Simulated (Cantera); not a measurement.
Input: 1 mol H2S, 0.28 mol H2, 6.6 mol N2, equilibrated at 410 Pa.

Method: chemical equilibrium by Gibbs-energy minimisation in Cantera with the NASA 1993 tables (ideal gas, pure condensed phases). Candidate condensed phases: S; 15 gas species. Rates play no part.

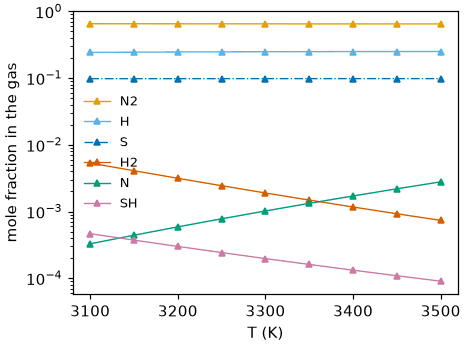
Figure. Equilibrium gas composition (values under 1e-9 drawn at 1e-9)

**Question.** Read off the mole fractions at 3250 K.

**Answer.** N2 about 0.65, H about 0.25, S about 0.098, H2 about 0.0024, N about 0.00078, SH about 0.00024.
